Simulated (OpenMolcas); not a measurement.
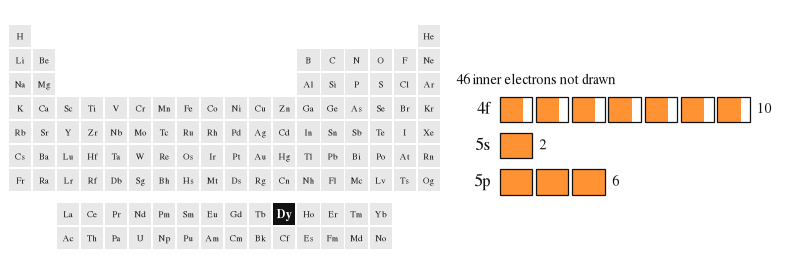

Left, the place of dysprosium in the periodic table; right, the outer shells of the leading configuration of the lowest level: a box for each of the 2l + 1 orbitals, shaded by the share of the shell that is filled, with the electron count at the right.

# Multiconfigurational calculation: Dy²⁺ complex (part 1 of 2)

- system: Dy²⁺ with 6 ligands (F; octahedron, 2.38 Å), neutralised by 6 outer point charges of +0.67 e, whose field is part of the energies.
- method: state-averaged CASSCF, active space 10 electrons in the shell 4f, basis ANO-RCC-VDZP on the metal and ANO-RCC-VDZP on the ligands, DKH2 scalar Hamiltonian, spin-orbit coupling by RASSI with atomic mean-field integrals (OpenMolcas)

## Key numbers

- outcome: converged
- energy of the lowest spin-free term: −12745.03735 hartree
- energy of the lowest spin-orbit level: −12745.06695 hartree
- largest spread among components of a term: 0.0 cm⁻¹
- hardware: 1 thread of Intel Xeon (Granite Rapids), 64 GiB of memory available, shared host
- wall time: 1.7 min
- peak memory: 0.6 GiB

## Notes

Without dynamic correlation the splittings between terms come out too large, often by 20 to 50 %. Limits: high states of lower spin left out of the spin-orbit mixing; distances are set from ionic radii, not optimised; spin-free states above about 43,000 cm⁻¹ are left out of the spin-orbit step.

## The input
```
&GATEWAY
Coord
7

Dy 0.0 0.0 0.0
F 2.380000 0.000000 0.000000
F 0.000000 2.380000 0.000000
F -2.380000 0.000000 0.000000
F 0.000000 -2.380000 0.000000
F 0.000000 0.000000 2.380000
F 0.000000 0.000000 -2.380000
Basis=Dy.ANO-RCC-VDZP,F.ANO-RCC-VDZP
Group=XYZ
NoMove
AngMom=0.0 0.0 0.0
AMFI
RICD
XField
3 Angstrom 0
5.180000 0.000000 0.000000 0.666667
0.000000 5.180000 0.000000 0.666667
0.000000 0.000000 5.180000 0.666667
&SEWARD
&RASSCF
FileOrb=start.orb
Symmetry=1
Spin=5
nActEl=10 0 0
Inactive=30 27
Ras2=0 7
CIRoot=35 35 1
SDav=35
CIMx=300
Iter=150 100
PrWF=0.3
OrbListing=Nothing
MaxOrb=0
LevShft=1.0
>>> COPY $Project.JobIph JOB001
&RASSCF
FileOrb=start.orb
Symmetry=1
Spin=3
nActEl=10 0 0
Inactive=30 27
Ras2=0 7
CIRoot=162 162 1
SDav=210
CIMx=300
Iter=150 100
PrWF=0.3
OrbListing=Nothing
MaxOrb=0
CIOnly
LevShft=1.0
>>> COPY $Project.JobIph JOB002
&RASSCF
FileOrb=start.orb
Symmetry=1
Spin=1
nActEl=10 0 0
Inactive=30 27
Ras2=0 7
CIRoot=162 162 1
SDav=196
CIMx=300
Iter=150 100
PrWF=0.3
OrbListing=Nothing
MaxOrb=0
CIOnly
LevShft=1.0
>>> COPY $Project.JobIph JOB003
&RASSI
NrOfJobIphs=3 33 106 31
1 2 3 4 5 6 7 8 9 10 11 12 13 14 15 16 17 18 19 20 21 22 23 24 25 26 27
28 29 30 31 32 33
1 2 3 4 5 6 7 8 9 10 11 12 13 14 15 16 17 18 19 20 21 22 23 24 25 26 27
28 29 30 31 32 33 34 35 36 37 38 39 40 41 42 43 44 45 46 47 48 49 50 51
52 53 54 55 56 57 58 59 60 61 62 63 64 65 66 67 68 69 70 71 72 73 74 75
76 77 78 79 80 81 82 83 84 85 86 87 88 89 90 91 92 93 94 95 96 97 98 99
100 101 102 103 104 105 106
1 2 3 4 5 6 7 8 9 10 11 12 13 14 15 16 17 18 19 20 21 22 23 24 25 26 27
28 29 30 31
IphNames
JOB001
JOB002
JOB003
EJob
SpinOrbit
DIPRint=1.0
SOCoupling=1000.0
Subsets=2
Property=9
'ANGMOM' 1 'ANGMOM' 2 'ANGMOM' 3 'MLTPL  1' 1 'MLTPL  1' 2 'MLTPL  1' 3
'AMFI' 1 'AMFI' 2 'AMFI' 3
SOProperty=3
'ANGMOM' 1 'ANGMOM' 2 'ANGMOM' 3
```

The file start.orb holds starting orbitals from an earlier step. A driver script formed the levels outside the program, from RASSI's spin-orbit matrix and the active-space energies, averaged over the components of each term or state.

Command:
```bash
OMP_NUM_THREADS=1 MOLCAS_MEM=2457 MOLCAS_PROJECT=a pymolcas a.inp > a.log  # once for each step of the input, in one work folder
```

## Output (extracts)
```
--- SEWARD ---
Basis set label: DY.ANO-RCC...7S6P4D2F1G.

      Electronic valence basis set:
      ------------------
      Associated Effective Charge  66.000000 au
      Associated Actual Charge     66.000000 au
      Nuclear Model: Point charge

      Shell  nPrim  nBasis  Cartesian Spherical Contaminant
         s      25       7        X
         p      22       6        X
         d      15       4                 X
         f      11       2                 X
         g       4       1                 X
                  Relativistic Douglas-Kroll-Hess integrals:
                    - DKH order of Hamiltonian: 2
                    - DKH order of Properties : 0
                  Atomic mean-field integrals
--- RASSCF ---
Wave function specifications:
      -----------------------------

      Number of closed shell electrons         114
      Number of electrons in active shells      10
      Max number of holes in RAS1 space          0
      Max nr of electrons in RAS3 space          0
      Number of inactive orbitals               57
      Number of active orbitals                  7
      Number of secondary orbitals              88
      Spin quantum number                      2.0
      State symmetry                             1
Orbital specifications:
      -----------------------

      Symmetry species                           1   2
                                                ag  au
      Frozen orbitals                            0   0
      Inactive orbitals                         30  27
      Active orbitals                            0   7
      RAS1 orbitals                              0   0
      RAS2 orbitals                              0   7
      RAS3 orbitals                              0   0
      Secondary orbitals                        48  40
      Deleted orbitals                           0   0
      Number of basis functions                 78  74
      Number of CSFs                            35
      Number of root(s) required                35
      Iter CI   SX   CI       RASSCF       Energy    max ROT     max BLB   max BLB  Level Ln srch  Step   QN
          iter iter root      energy       change     param      element    value   shift minimum  type update
 Nr of preliminary CI iterations:   1
      Total energies have been shifted. Add               -12000.00 au
        1   1   11    0  -744.19538161    0.00E+00  -7.31E-02   16  50 2 -3.65E-01*  0.58   0.00    SX    NO
        2   1   12    0  -744.92755305   -7.32E-01*  2.07E-02   31  38 2  6.78E-02*  0.54   0.00    SX    NO
        3   1   13    0  -744.95158570   -2.40E-02*  1.65E-02   33  40 2 -6.83E-02*  0.39   0.00    SX    NO
        4   1   11    0  -744.95494798   -3.36E-03*  1.62E-02   31  38 2  7.20E-02*  0.52   0.00    SX    NO
        5   1   12    0  -744.95605360   -1.11E-03* -1.50E-02   31  38 2 -6.90E-02*  0.39   0.52    SX   YES
        6   1   11    0  -744.95747730   -1.42E-03*  1.29E-02   31  38 2  6.16E-02*  0.51   0.54    SX   YES
        7   1   12    0  -744.95884598   -1.37E-03*  1.12E-02   31  38 2 -5.05E-02*  0.40   0.55    SX   YES
        8   1   11    0  -744.95931505   -4.69E-04*  1.01E-02   31  38 2  4.70E-02*  0.49   0.52    SX   YES
        9   1   11    0  -744.95990981   -5.95E-04* -9.11E-03   31  38 2 -4.06E-02*  0.41   0.53    SX   YES
       10   1   11    0  -744.96013194   -2.22E-04* -8.40E-03   31  38 2  3.86E-02*  0.49   0.52    SX   YES
        ...
       65   1   10    0  -744.96178091   -1.07E-04* -4.86E-04   31  38 2 -4.20E-03*  0.45   0.72    QN   YES
       66   1    6    0  -744.96180091   -2.00E-05* -5.58E-06   31  38 2  2.26E-05   0.45   1.00    QN   YES
       67   1    5    0  -744.96180090    1.67E-08* -3.86E-06   31  44 2 -3.21E-06   0.45   0.01    LS   YES
       68   1    6    0  -744.96180090    7.08E-10  -5.09E-06   31  38 2  1.59E-05   0.45  -0.05    QN   YES
      Convergence after 68 iterations
       69   1    6    0  -744.96180090   -6.88E-10  -5.09E-06   31  38 2  4.21E-06   0.45  -0.05    QN   YES
      Natural orbitals and occupation numbers for root  1
      sym 2:   1.845324   1.000000   1.154676   1.154676   1.845324   1.845324   1.154676
      Natural orbitals and occupation numbers for root  2
      sym 2:   1.574171   1.353730   1.425794   1.011899   1.573236   1.634595   1.426574
      Natural orbitals and occupation numbers for root  3
      sym 2:   1.652953   1.337893   1.013247   1.442390   1.555010   1.574187   1.424321
::    RASSCF root number  1 Total energy: -12745.03734698
::    RASSCF root number  2 Total energy: -12745.03700714
::    RASSCF root number  3 Total energy: -12745.03700714
::    RASSCF root number  4 Total energy: -12745.03700714
::    RASSCF root number  5 Total energy: -12745.03675959
::    RASSCF root number  6 Total energy: -12745.03675959
::    RASSCF root number  7 Total energy: -12745.03599227
::    RASSCF root number  8 Total energy: -12745.03599227
::    RASSCF root number  9 Total energy: -12745.03599227
::    RASSCF root number 10 Total energy: -12745.03588814
::    RASSCF root number 11 Total energy: -12745.03585283
::    RASSCF root number 12 Total energy: -12745.03585283
::    RASSCF root number 13 Total energy: -12745.03585283
::    RASSCF root number 14 Total energy: -12744.96225415
::    RASSCF root number 15 Total energy: -12744.96225415
::    RASSCF root number 16 Total energy: -12744.96225415
::    RASSCF root number 17 Total energy: -12744.96182561
::    RASSCF root number 18 Total energy: -12744.96158867
::    RASSCF root number 19 Total energy: -12744.96158867
::    RASSCF root number 20 Total energy: -12744.96158867
::    RASSCF root number 21 Total energy: -12744.96120641
::    RASSCF root number 22 Total energy: -12744.92039090
::    RASSCF root number 23 Total energy: -12744.92039090
::    RASSCF root number 24 Total energy: -12744.92039090
::    RASSCF root number 25 Total energy: -12744.91926718
::    RASSCF root number 26 Total energy: -12744.91926718
::    RASSCF root number 27 Total energy: -12744.91844236
::    RASSCF root number 28 Total energy: -12744.91844236
::    RASSCF root number 29 Total energy: -12744.91844236
::    RASSCF root number 30 Total energy: -12744.91730584
--- RASSCF ---
Wave function specifications:
      -----------------------------

      Number of closed shell electrons         114
      Number of electrons in active shells      10
      Max number of holes in RAS1 space          0
      Max nr of electrons in RAS3 space          0
      Number of inactive orbitals               57
      Number of active orbitals                  7
      Number of secondary orbitals              88
      Spin quantum number                      1.0
      State symmetry                             1
Orbital specifications:
      -----------------------

      Symmetry species                           1   2
                                                ag  au
      Frozen orbitals                            0   0
      Inactive orbitals                         30  27
      Active orbitals                            0   7
      RAS1 orbitals                              0   0
      RAS2 orbitals                              0   7
      RAS3 orbitals                              0   0
      Secondary orbitals                        48  40
      Deleted orbitals                           0   0
      Number of basis functions                 78  74
      Number of CSFs                           210
      Number of root(s) required               162
      Iter CI   SX   CI       RASSCF       Energy    max ROT     max BLB   max BLB  Level Ln srch  Step   QN
          iter iter root      energy       change     param      element    value   shift minimum  type update
 Nr of preliminary CI iterations:   1
        1   1    0    0-12744.86083093    0.00E+00   0.00E+00   33  40 2 -9.71E-03*  0.00   0.00    SX    NO
      Natural orbitals and occupation numbers for root  1
      sym 2:   1.447841   1.427249   1.407568   1.410635   1.407568   1.451298   1.447841
      Natural orbitals and occupation numbers for root  2
      sym 2:   1.447785   1.407655   1.410700   1.407795   1.451202   1.447613   1.427249
      Natural orbitals and occupation numbers for root  3
      sym 2:   1.451202   1.427249   1.410700   1.407796   1.447786   1.447613   1.407654
::    RASSCF root number  1 Total energy: -12744.94813923
::    RASSCF root number  2 Total energy: -12744.94813923
::    RASSCF root number  3 Total energy: -12744.94813923
::    RASSCF root number  4 Total energy: -12744.94812850
::    RASSCF root number  5 Total energy: -12744.94812850
::    RASSCF root number  6 Total energy: -12744.94812850
::    RASSCF root number  7 Total energy: -12744.94785934
::    RASSCF root number  8 Total energy: -12744.94783513
::    RASSCF root number  9 Total energy: -12744.94783513
::    RASSCF root number 10 Total energy: -12744.94783513
::    RASSCF root number 11 Total energy: -12744.94781885
::    RASSCF root number 12 Total energy: -12744.94781885
::    RASSCF root number 13 Total energy: -12744.94775701
::    RASSCF root number 14 Total energy: -12744.94775701
::    RASSCF root number 15 Total energy: -12744.94775701
::    RASSCF root number 16 Total energy: -12744.92358477
::    RASSCF root number 17 Total energy: -12744.92358477
::    RASSCF root number 18 Total energy: -12744.92358477
::    RASSCF root number 19 Total energy: -12744.92354845
::    RASSCF root number 20 Total energy: -12744.92354845
::    RASSCF root number 21 Total energy: -12744.92354845
::    RASSCF root number 22 Total energy: -12744.92305443
::    RASSCF root number 23 Total energy: -12744.92305443
::    RASSCF root number 24 Total energy: -12744.92291046
::    RASSCF root number 25 Total energy: -12744.92291046
::    RASSCF root number 26 Total energy: -12744.92291046
::    RASSCF root number 27 Total energy: -12744.91398613
::    RASSCF root number 28 Total energy: -12744.91398613
::    RASSCF root number 29 Total energy: -12744.91398613
::    RASSCF root number 30 Total energy: -12744.91394578
--- RASSCF ---
Wave function specifications:
      -----------------------------

      Number of closed shell electrons         114
      Number of electrons in active shells      10
      Max number of holes in RAS1 space          0
      Max nr of electrons in RAS3 space          0
      Number of inactive orbitals               57
      Number of active orbitals                  7
      Number of secondary orbitals              88
      Spin quantum number                      0.0
      State symmetry                             1
Orbital specifications:
      -----------------------

      Symmetry species                           1   2
                                                ag  au
      Frozen orbitals                            0   0
      Inactive orbitals                         30  27
      Active orbitals                            0   7
      RAS1 orbitals                              0   0
      RAS2 orbitals                              0   7
      RAS3 orbitals                              0   0
      Secondary orbitals                        48  40
      Deleted orbitals                           0   0
      Number of basis functions                 78  74
      Number of CSFs                           196
      Number of root(s) required               162
      Iter CI   SX   CI       RASSCF       Energy    max ROT     max BLB   max BLB  Level Ln srch  Step   QN
          iter iter root      energy       change     param      element    value   shift minimum  type update
 Nr of preliminary CI iterations:   1
        1   1    0    0-12744.78583721    0.00E+00   0.00E+00   33  40 2 -1.68E-02*  0.00   0.00    SX    NO
      Natural orbitals and occupation numbers for root  1
      sym 2:   1.652716   1.142754   1.288054   1.290618   1.652704   1.685110   1.288043
      Natural orbitals and occupation numbers for root  2
      sym 2:   1.685101   1.142755   1.290612   1.288054   1.652712   1.652716   1.288050
      Natural orbitals and occupation numbers for root  3
      sym 2:   1.652716   1.142754   1.288054   1.288043   1.685110   1.652704   1.290619
::    RASSCF root number  1 Total energy: -12744.89419588
::    RASSCF root number  2 Total energy: -12744.89419588
::    RASSCF root number  3 Total energy: -12744.89419588
::    RASSCF root number  4 Total energy: -12744.89410804
::    RASSCF root number  5 Total energy: -12744.89410804
::    RASSCF root number  6 Total energy: -12744.89397164
::    RASSCF root number  7 Total energy: -12744.89397164
::    RASSCF root number  8 Total energy: -12744.89397164
::    RASSCF root number  9 Total energy: -12744.89389194
::    RASSCF root number 10 Total energy: -12744.89389194
::    RASSCF root number 11 Total energy: -12744.89389194
::    RASSCF root number 12 Total energy: -12744.89359908
::    RASSCF root number 13 Total energy: -12744.89338608
::    RASSCF root number 14 Total energy: -12744.89338608
::    RASSCF root number 15 Total energy: -12744.89338608
::    RASSCF root number 16 Total energy: -12744.89334691
::    RASSCF root number 17 Total energy: -12744.89334691
::    RASSCF root number 18 Total energy: -12744.87823752
::    RASSCF root number 19 Total energy: -12744.87823752
::    RASSCF root number 20 Total energy: -12744.87823752
::    RASSCF root number 21 Total energy: -12744.87684274
::    RASSCF root number 22 Total energy: -12744.87684274
::    RASSCF root number 23 Total energy: -12744.86646068
::    RASSCF root number 24 Total energy: -12744.86573475
::    RASSCF root number 25 Total energy: -12744.86573475
::    RASSCF root number 26 Total energy: -12744.86573475
::    RASSCF root number 27 Total energy: -12744.86511287
::    RASSCF root number 28 Total energy: -12744.86511287
::    RASSCF root number 29 Total energy: -12744.86420361
::    RASSCF root number 30 Total energy: -12744.86420361
```

(Continued in part 2.)
